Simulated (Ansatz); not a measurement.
# Nudged elastic band of BH₃ClOF

BH₃ClOF, computed with RKS PBE/def2-SVP (Ansatz 0.2.0).

It belongs to a series of runs on one base structure; here: band between the two ends.

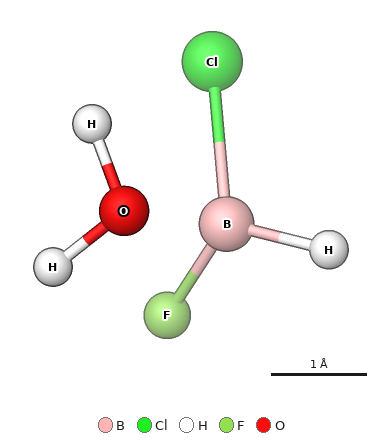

The starting structure (ball-and-stick view, seen at a tilt).

Key numbers

- outcome: converged
- barrier, forward: 0.492 eV
- barrier, backward: 0.686 eV
- hardware: 1 thread of AMD EPYC (Zen 5), 32 GiB of memory available, shared host
- wall time: 62 s
- peak memory: 0.17 GiB

Notes

The order of the saddle point was not checked.

Input file
```yaml
crystal:
  periodic: [false, false, false]
  atoms:
    - { symbol: B, position_ang: [0.052403, -0.075314, 0.148738] }
    - { symbol: Cl, position_ang: [-0.071641, 0.537815, 1.892136] }
    - { symbol: H, position_ang: [1.075734, 0.219096, -0.436123] }
    - { symbol: F, position_ang: [-1.12327, -0.0164, -0.546693] }
    - { symbol: O, position_ang: [0.183631, -1.77363, 0.445296] }
    - { symbol: H, position_ang: [-0.659685, -2.137805, 0.094758] }
    - { symbol: H, position_ang: [0.079729, -1.783361, 1.427588] }
basis:
  gaussian: { orbitals: def2-SVP }
hamiltonian:
  xc: pbe
neb:
  order_check: false
  images: 5
  f_tol: 0.03
  max_iterations: 60
  final_atoms:
    - { symbol: B, position_ang: [-0.09686245, -0.36950115, -0.66481517] }
    - { symbol: Cl, position_ang: [0.61146708, -0.52231688, 3.36776425] }
    - { symbol: H, position_ang: [0.5973861, 0.60636691, -0.49632655] }
    - { symbol: F, position_ang: [-0.68707079, -0.6014864, -1.84129262] }
    - { symbol: O, position_ang: [-0.2795474, -1.24624924, 0.36373037] }
    - { symbol: H, position_ang: [-0.85986117, -1.99863056, 0.13195666] }
    - { symbol: H, position_ang: [0.25138963, -0.89778169, 2.16468306] }
  initial_path:
    images:
      - { positions_ang: [[0.052403, -0.075314, 0.148738], [-0.071641, 0.537815, 1.892136], [1.075734, 0.219096, -0.436123], [-1.12327, -0.0164, -0.546693], [0.183631, -1.77363, 0.445296], [-0.659685, -2.137805, 0.094758], [0.079729, -1.783361, 1.427588]] }
      - { positions_ang: [[0.03590631, -0.05097654, 0.09804151], [-0.0484122, 0.36137335, 1.99696294], [1.0620617, 0.14339443, -0.48943518], [-1.12842213, -0.01173891, -0.58642029], [0.14535395, -1.72276591, 0.47816599], [-0.59910176, -2.1609206, 0.03962367], [0.06951513, -1.58796482, 1.48876136]] }
      - { positions_ang: [[0.01940963, -0.02663909, 0.04734502], [-0.0251834, 0.1849317, 2.10178988], [1.04838939, 0.06769285, -0.54274736], [-1.13357425, -0.00707781, -0.62614759], [0.1070769, -1.67190182, 0.51103598], [-0.53851852, -2.18403619, -0.01551065], [0.05930125, -1.39256864, 1.54993472]] }
      - { positions_ang: [[0.00291294, -0.00230163, -0.00335147], [-0.00195461, 0.00849005, 2.20661682], [1.03471709, -0.00800872, -0.59605955], [-1.13872638, -0.00241672, -0.66587488], [0.06879984, -1.62103773, 0.54390597], [-0.47793527, -2.20715179, -0.07064498], [0.04908738, -1.19717246, 1.61110808]] }
      - { positions_ang: [[-0.03034552, -0.12470147, -0.22383937], [0.20251929, -0.1684456, 2.59366597], [0.8889401, 0.19678316, -0.56281522], [-0.98817452, -0.20210661, -1.0576808], [-0.0473159, -1.49610823, 0.48384744], [-0.60524391, -2.13764471, -0.0031111], [0.11652146, -1.09737553, 1.79563308]] }
      - { positions_ang: [[-0.06360398, -0.24710131, -0.44432727], [0.40699318, -0.34538124, 2.98071511], [0.7431631, 0.40157504, -0.52957088], [-0.83762265, -0.4017965, -1.44948671], [-0.16343165, -1.37117873, 0.4237889], [-0.73255254, -2.06813764, 0.06442278], [0.18395555, -0.99757861, 1.98015807]] }
      - { positions_ang: [[-0.09686245, -0.36950115, -0.66481517], [0.61146708, -0.52231688, 3.36776425], [0.5973861, 0.60636691, -0.49632655], [-0.68707079, -0.6014864, -1.84129262], [-0.2795474, -1.24624924, 0.36373037], [-0.85986117, -1.99863056, 0.13195666], [0.25138963, -0.89778169, 2.16468306]] }
```

Command:
```bash
ansatz run input.yaml --threads 1 --pin off --max-ram 2048MiB --backend cpu --events-out ev --progress --plain --runs-dir out
```

What the program printed
```
Engine: ansatz 0.2.0, x86_64-unknown-linux-gnu
Functional definition: PBE
  parameter kappa = 0.804
  parameter beta = 0.06672455060314922
  exchange = pbe_x(kappa = kappa, mu = beta*pi^2/3)
  correlation = pbe_c(beta = beta)
814 factors; their error is unknown
mean field evaluation 1: about -17991.4223 eV, gradient 4.7e1 eV
mean field evaluation 2: about -17983.7693 eV, gradient 8.2e1 eV
mean field evaluation 4: about -17995.3414 eV, gradient 1.8e0 eV
mean field evaluation 8: about -17995.3149 eV, gradient 6.8e-2 eV
mean field -17995.31493929 eV, -661.3156263563 hartree, gradient 4.4e-5 eV, S^2 0.000000; 0 other end points of the search recorded, 0 dependent functions left out
the calculation of the forces begins
reference -17995.31496661 eV, -661.3156273603 hartree; 21, 21 occupied and 54, 54 virtual orbitals, 814 factors
814 factors; their error is unknown
mean field evaluation 16: about -17991.2575 eV, gradient 5.0e1 eV
mean field evaluation 32: about -17995.5089 eV, gradient 1.3e-5 eV
mean field -17995.50892294 eV, -661.3227551241 hartree, gradient 1.3e-5 eV, S^2 0.000000; 0 other end points of the search recorded, 0 dependent functions left out
[... from here on the field's lines of each further geometry are left out, up to the last ...]
NEB iter   1: max|band force component| = 7.289e0 eV/Å  barrier→ = 2.3279 eV  barrier← = 2.5218 eV  Δτ_max = 0.1943 Å  (175 SCF iters)
NEB iter   2: max|band force component| = 3.729e0 eV/Å  barrier→ = 1.2726 eV  barrier← = 1.4666 eV  Δτ_max = 0.1954 Å  (154 SCF iters)
NEB iter   3: max|band force component| = 2.713e0 eV/Å  barrier→ = 0.7162 eV  barrier← = 0.9102 eV  Δτ_max = 0.1960 Å  (154 SCF iters)
NEB iter   4: max|band force component| = 1.825e0 eV/Å  barrier→ = 0.8146 eV  barrier← = 1.0086 eV  Δτ_max = 0.1192 Å  (153 SCF iters)
NEB iter   5: max|band force component| = 1.610e0 eV/Å  barrier→ = 0.6997 eV  barrier← = 0.8937 eV  Δτ_max = 0.1023 Å  (135 SCF iters)
NEB iter   6: max|band force component| = 1.099e0 eV/Å  barrier→ = 0.4817 eV  barrier← = 0.6757 eV  Δτ_max = 0.1209 Å  (141 SCF iters)
NEB iter   7: max|band force component| = 8.503e-1 eV/Å  barrier→ = 0.3499 eV  barrier← = 0.5439 eV  Δτ_max = 0.0851 Å  (145 SCF iters)
NEB iter   8: max|band force component| = 7.194e-1 eV/Å  barrier→ = 0.3511 eV  barrier← = 0.5451 eV  Δτ_max = 0.0896 Å  (133 SCF iters)
NEB iter   9: max|band force component| = 6.363e-1 eV/Å  barrier→ = 0.3564 eV  barrier← = 0.5504 eV  CI = image 1  Δτ_max = 0.1220 Å  (133 SCF iters)
NEB iter  10: max|band force component| = 5.752e-1 eV/Å  barrier→ = 0.5285 eV  barrier← = 0.7225 eV  CI = image 1  Δτ_max = 0.0593 Å  (139 SCF iters)
NEB iter  11: max|band force component| = 3.948e-1 eV/Å  barrier→ = 0.5304 eV  barrier← = 0.7244 eV  CI = image 1  Δτ_max = 0.0545 Å  (132 SCF iters)
NEB iter  12: max|band force component| = 5.644e-1 eV/Å  barrier→ = 0.5067 eV  barrier← = 0.7007 eV  CI = image 1  Δτ_max = 0.0273 Å  (131 SCF iters)
NEB iter  13: max|band force component| = 1.527e-1 eV/Å  barrier→ = 0.5008 eV  barrier← = 0.6948 eV  CI = image 1  Δτ_max = 0.0428 Å  (129 SCF iters)
NEB iter  14: max|band force component| = 1.741e-1 eV/Å  barrier→ = 0.4950 eV  barrier← = 0.6890 eV  CI = image 1  Δτ_max = 0.0215 Å  (134 SCF iters)
NEB iter  15: max|band force component| = 1.119e-1 eV/Å  barrier→ = 0.4930 eV  barrier← = 0.6869 eV  CI = image 1  Δτ_max = 0.0121 Å  (123 SCF iters)
NEB iter  16: max|band force component| = 4.252e-2 eV/Å  barrier→ = 0.4923 eV  barrier← = 0.6863 eV  CI = image 1  Δτ_max = 0.0037 Å  (125 SCF iters)
the calculation of the forces begins
reference -17995.50507517 eV, -661.3226137210 hartree; 21, 21 occupied and 54, 54 virtual orbitals, 814 factors
814 factors; their error is unknown
mean field evaluation 768: about -17994.8227 eV, gradient 7.6e-4 eV
mean field -17994.82270810 eV, -661.2975371939 hartree, gradient 1.6e-5 eV, S^2 0.000000; 1 other end points of the search recorded, 0 dependent functions left out
the calculation of the forces begins
reference -17994.82273479 eV, -661.2975381745 hartree; 21, 21 occupied and 54, 54 virtual orbitals, 814 factors
NEB iter  17: max|band force component| = 1.896e-2 eV/Å  barrier→ = 0.4922 eV  barrier← = 0.6862 eV  CI = image 1  Δτ_max = 0.0000 Å  (234 SCF iters)
```

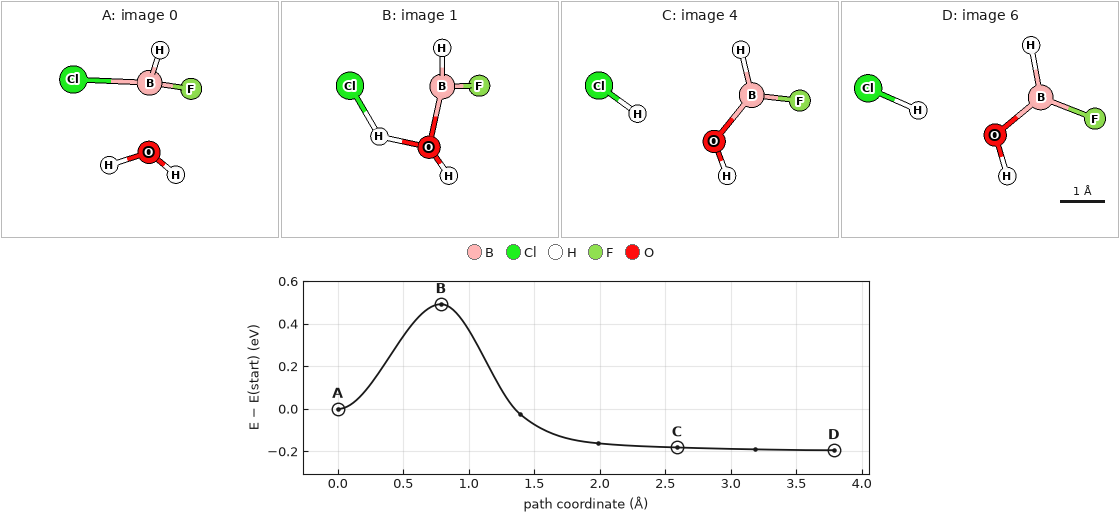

Images of the last band (counted from 0; ball-and-stick, seen at a tilt) above the energy along the path; the line is a cubic interpolation that uses the forces. The highest image is number 1, 0.492 eV above the start and 0.686 eV above the end (the climbing image); the end lies 0.194 eV below the start. The path is 3.79 Å long. The band converged in 17 iterations.

```
Total energy: -17994.82273479 eV, -661.2975381745 hartree
Atom 0 at     0.058169    -0.295658    -0.068190 Å, force     0.018940    -0.011955     0.015162 eV/Å
Atom 1 at    -0.050387     0.168163     2.124401 Å, force    -0.000919     0.002351    -0.001792 eV/Å
Atom 2 at     1.083267     0.238471    -0.416698 Å, force    -0.000923     0.003479    -0.002706 eV/Å
Atom 3 at    -1.121053     0.006854    -0.628834 Å, force    -0.016127     0.004265    -0.010804 eV/Å
Atom 4 at     0.163766    -1.735141     0.344027 Å, force     0.003513     0.004225    -0.010930 eV/Å
Atom 5 at    -0.692821    -2.178550     0.166458 Å, force    -0.002819     0.003326     0.004958 eV/Å
Atom 6 at     0.095960    -1.233737     1.504536 Å, force    -0.001666    -0.005691     0.006111 eV/Å
Dipole moment:    -0.141438    -0.516027    -0.101791 e Å
this run last wrote the band of iteration 17 to [file]
```

The last band as extended XYZ (Å, eV, eV/Å)
```
7
Properties=species:S:1:pos:R:3:forces:R:3 image=0 energy=-17995.31494
B     0.0524   -0.0753    0.1487    0.0176  -0.0191  -0.0114
Cl   -0.0716    0.5378    1.8921    0.0007   0.0027   0.0246
H     1.0757    0.2191   -0.4361   -0.0110  -0.0076  -0.0033
F    -1.1233   -0.0164   -0.5467   -0.0115  -0.0093  -0.0057
O     0.1836   -1.7736    0.4453   -0.0204  -0.0063   0.0262
H    -0.6597   -2.1378    0.0948    0.0157   0.0261  -0.0233
H     0.0797   -1.7834    1.4276    0.0088   0.0135  -0.0072
7
Properties=species:S:1:pos:R:3:forces:R:3 image=1 energy=-17994.82271
B     0.0582   -0.2957   -0.0682    0.0189  -0.0120   0.0152
Cl   -0.0504    0.1682    2.1244   -0.0009   0.0024  -0.0018
H     1.0833    0.2385   -0.4167   -0.0009   0.0035  -0.0027
F    -1.1211    0.0069   -0.6288   -0.0161   0.0043  -0.0108
O     0.1638   -1.7351    0.3440    0.0035   0.0042  -0.0109
H    -0.6928   -2.1785    0.1665   -0.0028   0.0033   0.0050
H     0.0960   -1.2337    1.5045   -0.0017  -0.0057   0.0061
7
Properties=species:S:1:pos:R:3:forces:R:3 image=2 energy=-17995.33744
B     0.0549   -0.4340   -0.3095    0.0061  -0.1358  -0.2381
Cl   -0.0494    0.1086    2.4412   -0.0037  -0.0502   0.3072
H     1.0532    0.2328   -0.4393   -0.0153  -0.0202  -0.0188
F    -1.1409    0.0164   -0.6976   -0.0083   0.0127  -0.0796
O     0.1634   -1.7391    0.1339   -0.0090  -0.0089  -0.2002
H    -0.7023   -2.1943    0.1157   -0.0190  -0.0123  -0.0462
H     0.1580   -1.0200    1.7814    0.0494   0.2147   0.2757
7
Properties=species:S:1:pos:R:3:forces:R:3 image=3 energy=-17995.47668
B     0.0223   -0.4433   -0.4714   -0.0010  -0.0065  -0.0192
Cl    0.0130   -0.0240    2.8519    0.0034  -0.0122   0.0426
H     1.0128    0.2459   -0.5403   -0.0042   0.0020  -0.0116
F    -1.1465   -0.0185   -0.9605   -0.0013  -0.0053  -0.0308
O     0.1086   -1.6825    0.0985   -0.0015   0.0042   0.0022
H    -0.7471   -2.1567    0.0801   -0.0062   0.0080  -0.0057
H     0.2740   -0.9505    1.9675    0.0108   0.0097   0.0225
7
Properties=species:S:1:pos:R:3:forces:R:3 image=4 energy=-17995.49612
B    -0.0194   -0.4116   -0.5655   -0.0005  -0.0005  -0.0028
Cl    0.1791   -0.2188    3.1165    0.0048  -0.0055   0.0090
H     0.9166    0.3533   -0.5532   -0.0023   0.0029  -0.0009
F    -1.0973   -0.1666   -1.3160    0.0016  -0.0050  -0.0128
O     0.0316   -1.5446    0.1942   -0.0022   0.0045   0.0037
H    -0.7770   -2.0890    0.1094   -0.0019   0.0032   0.0014
H     0.3033   -0.9524    2.0402    0.0004   0.0004   0.0023
7
Properties=species:S:1:pos:R:3:forces:R:3 image=5 energy=-17995.50505
B    -0.0621   -0.3885   -0.6243   -0.0062   0.0065   0.0001
Cl    0.3948   -0.3651    3.2811    0.0030  -0.0048  -0.0012
H     0.7670    0.4841   -0.5109    0.0000  -0.0001  -0.0008
F    -0.9412   -0.3762   -1.6301    0.0042  -0.0048  -0.0069
O    -0.0976   -1.4017    0.2883   -0.0008  -0.0009   0.0048
H    -0.8105   -2.0488    0.1158   -0.0007   0.0016  -0.0012
H     0.2864   -0.9335    2.1058    0.0005   0.0026   0.0054
7
Properties=species:S:1:pos:R:3:forces:R:3 image=6 energy=-17995.50892
B    -0.0969   -0.3695   -0.6648   -0.0092  -0.0032   0.0005
Cl    0.6115   -0.5223    3.3678   -0.0046  -0.0065  -0.0180
H     0.5974    0.6064   -0.4963   -0.0023  -0.0033  -0.0051
F    -0.6871   -0.6015   -1.8413    0.0141   0.0008   0.0245
O    -0.2795   -1.2462    0.3637   -0.0065   0.0050  -0.0244
H    -0.8599   -1.9986    0.1320    0.0037   0.0018   0.0063
H     0.2514   -0.8978    2.1647    0.0048   0.0055   0.0162
```
